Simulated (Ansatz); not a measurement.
# CH8BNSi: geometry and vibrations

The task is to find a stationary geometry of CH8BNSi, check the end point by its vibrations and derive ideal-gas thermochemistry.

Program: Ansatz 0.2.0, Gaussian basis. Level of theory: RKS PBE0-D4/def2-TZVP. These are calculated values, not measurements.

Levels to be run: relaxation at PBE-D4/def2-SVP; relaxation at PBE0-D4/def2-TZVP; harmonic vibrations at the same level.

1 further run of the same task is left out (set aside as unsound or not needed).

### Step 1. The system as given

SMILES `B[SiH2]CN`, 12 atoms, charge 0, spin multiplicity 1.

Atoms are counted from 1 here; the program's logs count them from 0.

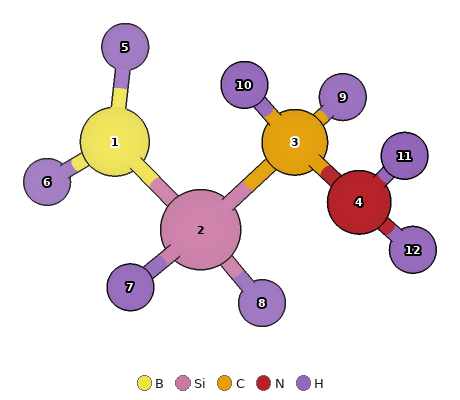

The starting geometry (boron yellow, silicon pink, carbon amber, nitrogen red, hydrogen purple); atoms are numbered from 1 in the order of the file.

Geometry (Å):

```
atom    x (Å)    y (Å)    z (Å)
  B1  -0.8488   2.0637   0.0376
 Si2  -0.6787   0.2609   0.5811
  C3   0.7024  -0.5105  -0.3861
  N4   0.9910  -1.8852   0.0436
  H5  -0.1862   2.5579  -0.8188
  H6  -1.7416   2.7902   0.5130
  H7  -0.3491   0.2216   2.0247
  H8  -1.8765  -0.4626   0.3080
  H9   0.5193  -0.4476  -1.4190
 H10   1.6630   0.0670  -0.1404
 H11   1.7562  -2.2647  -0.4172
 H12   0.1260  -2.4458  -0.2922
```

The start is a force-field geometry with small random shifts, so a cheaper pass at PBE-D4/def2-SVP comes first.

### Step 2. Geometry optimisation, PBE-D4/def2-SVP (cheap first pass)

in.yaml reads:

```yaml
crystal:
  periodic: [false, false, false]
  atoms:
    - {symbol: B, position_ang: [-0.848800, 2.063700, 0.037600]}
    - {symbol: Si, position_ang: [-0.678700, 0.260900, 0.581100]}
    - {symbol: C, position_ang: [0.702400, -0.510500, -0.386100]}
    - {symbol: N, position_ang: [0.991000, -1.885200, 0.043600]}
    - {symbol: H, position_ang: [-0.186200, 2.557900, -0.818800]}
    - {symbol: H, position_ang: [-1.741600, 2.790200, 0.513000]}
    - {symbol: H, position_ang: [-0.349100, 0.221600, 2.024700]}
    - {symbol: H, position_ang: [-1.876500, -0.462600, 0.308000]}
    - {symbol: H, position_ang: [0.519300, -0.447600, -1.419000]}
    - {symbol: H, position_ang: [1.663000, 0.067000, -0.140400]}
    - {symbol: H, position_ang: [1.756200, -2.264700, -0.417200]}
    - {symbol: H, position_ang: [0.126000, -2.445800, -0.292200]}
basis:
  gaussian: {orbitals: def2-SVP}
hamiltonian: {xc: pbe, dispersion: d4}
relax: {f_tol: 0.03, max_steps: 200}
```

Command:

```sh
> ansatz run in.yaml --threads 2 --pin off --events-out ev --progress --plain --max-ram 4352MiB
```

Output, cut to the lines that bear on the results:

```text
Functional definition: PBE
  name "PBE"
  cite "Perdew, Burke & Ernzerhof, Phys. Rev. Lett. 77, 3865 (1996) doi:10.1103/PhysRevLett.77.3865"
  parent pbe
[...]
1144 factors; their error is unknown
[...]
mean field -11195.23608269 eV, -411.4173376353 hartree, gradient 6.8e-5 eV, S^2 0.000000; 0 other end points of the search recorded, 0 dependent functions left out
[...]
reference -11195.23612122 eV, -411.4173390513 hartree; 20, 20 occupied and 80, 80 virtual orbitals, 1144 factors
relax step   1: F+E_penalty+E_count = -11195.45018105 eV  Δ(F+E_penalty+E_count) = +0.000e0 eV  max|allowed force component| = 4.398e0 eV/Å  Δτ_max = 0.0000 Å  (28 SCF iters, accepted)
[...]
relax step   6: F+E_penalty+E_count = -11196.05285753 eV  Δ(F+E_penalty+E_count) = -1.227e-3 eV  max|allowed force component| = 5.992e-2 eV/Å  Δτ_max = 0.0107 Å  (29 SCF iters, accepted)
[...]
relax step   7: F+E_penalty+E_count = -11196.05346668 eV  Δ(F+E_penalty+E_count) = -6.092e-4 eV  max|allowed force component| = 2.278e-2 eV/Å  Δτ_max = 0.0140 Å  (29 SCF iters, accepted)
1144 factors; their error is unknown
[...]
mean field -11195.84609795 eV, -411.4397552826 hartree, gradient 2.3e-5 eV, S^2 0.000000; 1 other end points of the search recorded, 0 dependent functions left out
[...]
reference -11195.84613754 eV, -411.4397567377 hartree; 20, 20 occupied and 80, 80 virtual orbitals, 1144 factors
Total energy: -11196.05350627 eV, -411.4473773980 hartree
Atom 0 at    -0.943861     2.200664     0.017628 Å, force     0.000322    -0.012780     0.002295 eV/Å
Atom 1 at    -0.610450     0.286991     0.555575 Å, force     0.015407     0.004362    -0.007035 eV/Å
Atom 2 at     0.806891    -0.577074    -0.387097 Å, force    -0.022783     0.009442    -0.003201 eV/Å
Atom 3 at     0.966128    -1.964130     0.043371 Å, force     0.008543    -0.011622    -0.008070 eV/Å
Atom 4 at    -0.290221     2.778441    -0.832820 Å, force    -0.005632     0.000042    -0.004485 eV/Å
Atom 5 at    -1.831025     2.835687     0.558440 Å, force     0.001054     0.006449     0.004953 eV/Å
Atom 6 at    -0.361684     0.224293     2.046025 Å, force    -0.002838    -0.000641    -0.001023 eV/Å
Atom 7 at    -1.886970    -0.496332     0.314817 Å, force     0.003014    -0.000808    -0.003143 eV/Å
Atom 8 at     0.638076    -0.411678    -1.486036 Å, force     0.007336     0.000558     0.008472 eV/Å
Atom 9 at     1.732967    -0.008397    -0.145146 Å, force     0.001989     0.000843     0.002252 eV/Å
Atom 10 at     1.735343    -2.418295    -0.466860 Å, force    -0.009375     0.000539     0.006280 eV/Å
Atom 11 at     0.121807    -2.505271    -0.183596 Å, force     0.002963     0.003616     0.002705 eV/Å
Dipole moment:     0.089532    -0.094204    -0.311689 e Å
```

Wall time 15 s (2 threads of Arm Neoverse V1, shared host).

The steps of the relaxation:

```
step  energy from step 1 (eV)  largest force component (eV/Å)
   1                   0.0000                          4.3981
   2                  -0.5243                          1.2133
   3                  -0.5690                          0.4379
   4                  -0.5980                          0.1494
   5                  -0.6014                          0.1209
   6                  -0.6027                          0.0599
   7                  -0.6033                          0.0228
```

Close pairs (by a distance rule), those that changed most:

```
  bond  before (Å)  after (Å)  change (Å)
B1–Si2       1.891      2.016      +0.125
Si2–H8       1.426      1.517      +0.091
 C3–H9       1.051      1.124      +0.073
N4–H11       0.971      1.029      +0.058
N4–H12       1.084      1.028      -0.056
Si2–C3       1.854      1.909      +0.055
C3–H10       1.147      1.113      -0.034
Si2–H7       1.481      1.512      +0.031
```

### Step 3. Geometry optimisation, PBE0-D4/def2-TZVP

in.yaml reads:

```yaml
crystal:
  periodic: [false, false, false]
  atoms:
    - {symbol: B, position_ang: [-0.943861, 2.200664, 0.017628]}
    - {symbol: Si, position_ang: [-0.610450, 0.286991, 0.555575]}
    - {symbol: C, position_ang: [0.806891, -0.577074, -0.387097]}
    - {symbol: N, position_ang: [0.966128, -1.964130, 0.043371]}
    - {symbol: H, position_ang: [-0.290221, 2.778441, -0.832820]}
    - {symbol: H, position_ang: [-1.831025, 2.835687, 0.558440]}
    - {symbol: H, position_ang: [-0.361684, 0.224293, 2.046025]}
    - {symbol: H, position_ang: [-1.886970, -0.496332, 0.314817]}
    - {symbol: H, position_ang: [0.638076, -0.411678, -1.486036]}
    - {symbol: H, position_ang: [1.732967, -0.008397, -0.145146]}
    - {symbol: H, position_ang: [1.735343, -2.418295, -0.466860]}
    - {symbol: H, position_ang: [0.121807, -2.505271, -0.183596]}
basis:
  gaussian: {orbitals: def2-TZVP}
hamiltonian: {xc: pbe0, dispersion: d4}
relax: {f_tol: 0.005, max_steps: 150}
```

Same command.

Output, cut to the lines that bear on the results:

```text
Functional definition: PBE0
  name "PBE0"
  cite "Adamo & Barone, J. Chem. Phys. 110, 6158 (1999) doi:10.1063/1.478522"
  cite "Perdew, Burke & Ernzerhof, Phys. Rev. Lett. 77, 3865 (1996) doi:10.1103/PhysRevLett.77.3865"
  parent pbe
[...]
1124 factors; their error is unknown
[...]
mean field -11203.81046327 eV, -411.7324403096 hartree, gradient 5.9e-5 eV, S^2 0.000000; 0 other end points of the search recorded, 0 dependent functions left out
[...]
reference -11203.81049948 eV, -411.7324416405 hartree; 20, 20 occupied and 158, 158 virtual orbitals, 1124 factors
relax step   1: F+E_penalty+E_count = -11203.98538108 eV  Δ(F+E_penalty+E_count) = +0.000e0 eV  max|allowed force component| = 6.403e-1 eV/Å  Δτ_max = 0.0000 Å  (27 SCF iters, accepted)
[...]
Atom 2 at     0.822019    -0.553798    -0.360803 Å, force     0.001194    -0.001740     0.000474 eV/Å
Atom 3 at     0.953428    -1.953350     0.020619 Å, force     0.002560     0.002375    -0.000001 eV/Å
Atom 4 at    -0.415382     2.697857    -0.931106 Å, force    -0.000125    -0.000228     0.000764 eV/Å
Atom 5 at    -1.734095     2.844401     0.618455 Å, force     0.000554    -0.000833     0.000169 eV/Å
Atom 6 at    -0.375552     0.194773     2.035422 Å, force    -0.000106    -0.000102     0.000034 eV/Å
Atom 7 at    -1.856898    -0.474036     0.270669 Å, force    -0.000213     0.000227    -0.000162 eV/Å
Atom 8 at     0.683536    -0.377637    -1.440660 Å, force    -0.000092     0.000590     0.000269 eV/Å
Atom 9 at     1.741683    -0.025191    -0.084748 Å, force    -0.000976    -0.000627    -0.000612 eV/Å
Atom 10 at     1.697395    -2.408031    -0.493957 Å, force    -0.000626    -0.000238     0.000359 eV/Å
Atom 11 at     0.101251    -2.463511    -0.172783 Å, force    -0.001544    -0.001007    -0.000548 eV/Å
Dipole moment:     0.075220    -0.037320    -0.320040 e Å
```

Wall time 1.7 min (2 threads of Arm Neoverse V1, shared host); peak memory 0.39 GiB.

Step by step:

```
step  energy from step 1 (eV)  largest force component (eV/Å)
   1                   0.0000                          0.6403
   2                  -0.0422                          0.2424
   3                  -0.0468                          0.0646
   4                  -0.0473                          0.0404
   5                  -0.0473                          0.0434
   6                  -0.0477                          0.0110
   7                  -0.0478                          0.0054
   8                  -0.0478                          0.0063
   9                  -0.0478                          0.0132
  10                  -0.0479                          0.0461
  11                  -0.0479                          0.0236
  12                  -0.0478                          0.0388
  13                  -0.0479                          0.0060
  14                  -0.0479                          0.0058
  15                  -0.0479                          0.0029
  16                  -0.0479                          0.0047
  17                  -0.0480                          0.0088
  18                  -0.0480                          0.0148
  19                  -0.0480                          0.0037
  20                  -0.0480                          0.0068
  21                  -0.0480                          0.0058
  22                  -0.0480                          0.0052
  23                  -0.0480                          0.0026
```

The force was under the threshold of 0.005 eV/Å already at step 15, but the program went on to step 23.

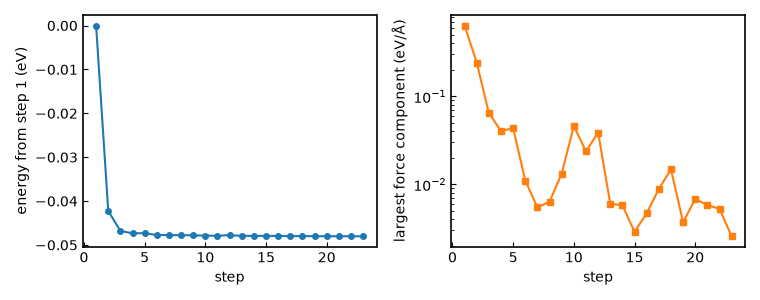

Energy and force, step by step.

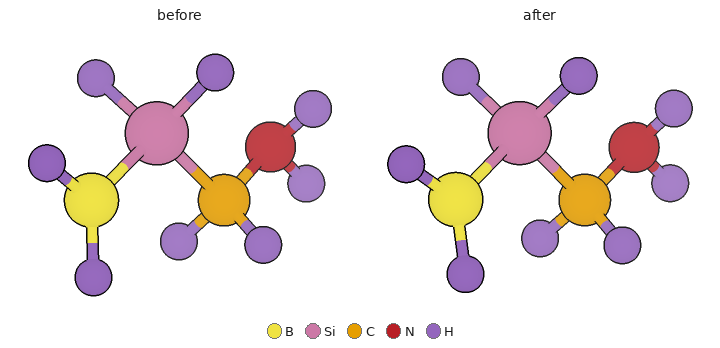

Before and after, at one scale.

Close pairs (by a distance rule), those that changed most:

```
  bond  before (Å)  after (Å)  change (Å)
Si2–C3       1.909      1.887      -0.022
 C3–H9       1.124      1.103      -0.021
 B1–H5       1.218      1.197      -0.021
Si2–H7       1.512      1.491      -0.021
 B1–H6       1.218      1.197      -0.021
Si2–H8       1.517      1.500      -0.017
C3–H10       1.113      1.096      -0.017
N4–H12       1.028      1.012      -0.016
```

Mulliken charges at the end point, from the run's report:

```
atom  value (e)
  B1      -0.06
 Si2       0.11
  C3      -0.23
  N4      -0.51
  H5       0.04
  H6       0.04
  H7      -0.02
  H8      -0.03
  H9       0.11
 H10       0.12
 H11       0.22
 H12       0.23
```

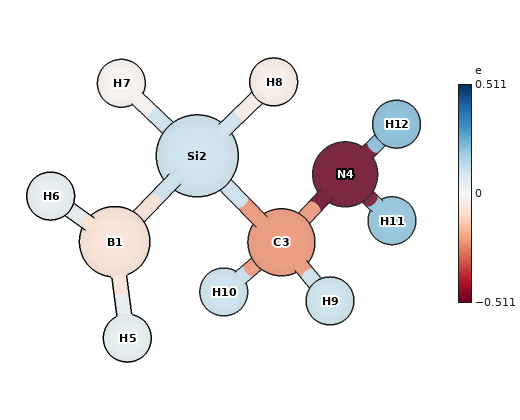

Mulliken charges at the end point, from the run's report, as colours on the atoms.

### Step 4. Harmonic vibrations

in.yaml reads:

```yaml
crystal:
  periodic: [false, false, false]
  atoms:
    - {symbol: B, position_ang: [-0.945068, 2.181468, 0.010142]}
    - {symbol: Si, position_ang: [-0.595317, 0.281954, 0.563051]}
    - {symbol: C, position_ang: [0.822019, -0.553798, -0.360803]}
    - {symbol: N, position_ang: [0.953428, -1.953350, 0.020619]}
    - {symbol: H, position_ang: [-0.415382, 2.697857, -0.931106]}
    - {symbol: H, position_ang: [-1.734095, 2.844401, 0.618455]}
    - {symbol: H, position_ang: [-0.375552, 0.194773, 2.035422]}
    - {symbol: H, position_ang: [-1.856898, -0.474036, 0.270669]}
    - {symbol: H, position_ang: [0.683536, -0.377637, -1.440660]}
    - {symbol: H, position_ang: [1.741683, -0.025191, -0.084748]}
    - {symbol: H, position_ang: [1.697395, -2.408031, -0.493957]}
    - {symbol: H, position_ang: [0.101251, -2.463511, -0.172783]}
basis:
  gaussian: {orbitals: def2-TZVP}
hamiltonian: {xc: pbe0, dispersion: d4}
phonons: {temperatures: {t_min: 298.15, t_max: 900, t_step: 200}}
```

Launched as before.

Output, cut to the lines that bear on the results:

```text
Functional definition: PBE0
  name "PBE0"
  cite "Adamo & Barone, J. Chem. Phys. 110, 6158 (1999) doi:10.1063/1.478522"
  cite "Perdew, Burke & Ernzerhof, Phys. Rev. Lett. 77, 3865 (1996) doi:10.1103/PhysRevLett.77.3865"
  parent pbe
[...]
1124 factors; their error is unknown
[...]
mean field -11203.85752310 eV, -411.7341697266 hartree, gradient 6.1e-5 eV, S^2 0.000000; 0 other end points of the search recorded, 0 dependent functions left out
[...]
reference -11203.85755924 eV, -411.7341710545 hartree; 20, 20 occupied and 158, 158 virtual orbitals, 1124 factors
[...]
1124 factors; their error is unknown
mean field -11203.85743962 eV, -411.7341666587 hartree, gradient 1.6e-6 eV, S^2 0.000000; 0 other end points of the search recorded, 0 dependent functions left out
[...]
reference -11203.85747575 eV, -411.7341679865 hartree; 20, 20 occupied and 158, 158 virtual orbitals, 1124 factors
[...]
Atom 5 at    -1.734095     2.844401     0.618455 Å, force     0.000554    -0.000829     0.000167 eV/Å
Atom 6 at    -0.375552     0.194773     2.035422 Å, force    -0.000095    -0.000095     0.000028 eV/Å
Atom 7 at    -1.856898    -0.474036     0.270669 Å, force    -0.000217     0.000217    -0.000163 eV/Å
Atom 8 at     0.683536    -0.377637    -1.440660 Å, force    -0.000104     0.000580     0.000283 eV/Å
Atom 9 at     1.741683    -0.025191    -0.084748 Å, force    -0.000962    -0.000630    -0.000601 eV/Å
Atom 10 at     1.697395    -2.408031    -0.493957 Å, force    -0.000619    -0.000243     0.000353 eV/Å
Atom 11 at     0.101251    -2.463511    -0.172783 Å, force    -0.001547    -0.001002    -0.000549 eV/Å
Dipole moment:     0.075220    -0.037321    -0.320041 e Å
Vibrations: 61.08 91.02 133.40 250.52 284.25 366.30 549.62 576.34 656.85 704.48 788.16 820.82 896.04 910.31 928.71 1090.64 1112.30 1172.64 1254.95 1346.20 1471.89 1662.52 2156.68 2200.56 2580.21 2662.66 2959.85 3059.02 3522.30 3604.90 cm⁻¹, zero-point energy 2.471950 eV
```

Wall time 3.7 min (2 threads of Arm Neoverse V1, shared host); peak memory 0.41 GiB.

Motions are named by where the mode's potential energy lies. Wavenumbers, unscaled:

```
mode  cm⁻¹                  motion
   1    61                 torsion
   2    91                 torsion
   3   133                    bend
   4   251                 torsion
   5   284                    bend
   6   366                 torsion
   7   550  bend with Si–B stretch
   8   576       bend with torsion
   9   657  Si–B stretch with bend
  10   704  Si–C stretch with bend
  11   788       torsion with bend
  12   821       bend with torsion
  13   896       torsion with bend
  14   910       torsion with bend
  15   929                 torsion
  16  1091             C–N stretch
  17  1112                    bend
  18  1173                    bend
  19  1255                    bend
  20  1346                    bend
  21  1472                    bend
  22  1663                    bend
  23  2157            Si–H stretch
  24  2201            Si–H stretch
  25  2580             B–H stretch
  26  2663             B–H stretch
  27  2960             C–H stretch
  28  3059             C–H stretch
  29  3522             N–H stretch
  30  3605             N–H stretch
```

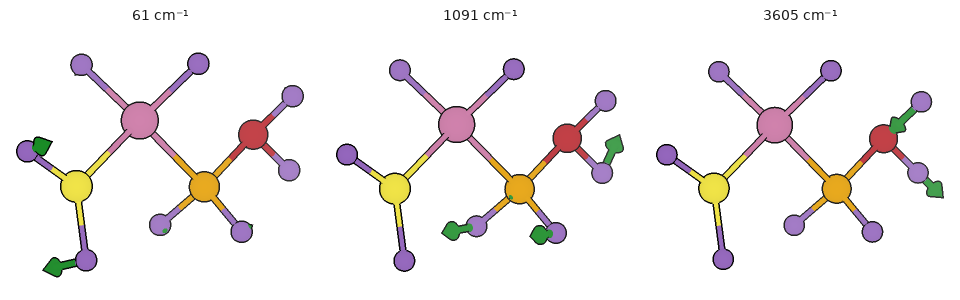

Displacements of 3 modes, as arrows.

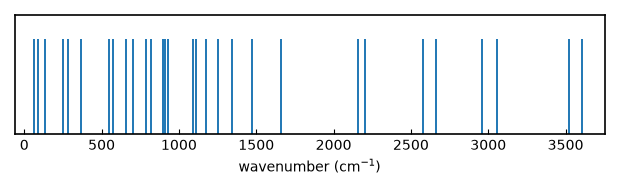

The harmonic wavenumbers as sticks (no intensities were computed).

From these modes and the moments of inertia (298.15 K, 1 bar, symmetry number 1):

```
                term            value
   zero-point energy     238.5 kJ/mol
          H(298) − E     260.3 kJ/mol
entropy, translation  162.4 J/(mol K)
   entropy, rotation  106.5 J/(mol K)
  entropy, vibration   75.5 J/(mol K)
      entropy, total  344.3 J/(mol K)
```

### Step 5. Outcome

| quantity | value |
| --- | --- |
| point group | C1 |
| steps | 7 + 23 |
| shift from the start (rms) | 0.145 Å |
| total energy | -11204.0334 eV |
| dispersion term | -176 meV |
| dipole moment | 1.59 D |
| lowest, highest wavenumber | 61, 3605 cm⁻¹ |
| zero-point energy | 238.5 kJ/mol |
| entropy at 298.15 K | 344.3 J/(mol K) |

In words: The atoms moved 0.15 Å (rms) from the start; the bond that changed most is B1–Si2, from 1.891 to 2.009 Å. No mode is imaginary: a true minimum at this level. The stiffest mode, 3605 cm⁻¹, is an N–H stretch, and 3 modes under 200 cm⁻¹ make the vibrational entropy uncertain. Harmonic hybrid wavenumbers usually lie a few per cent above measured fundamentals. The largest Mulliken charge, -0.51 e, sits on N4.
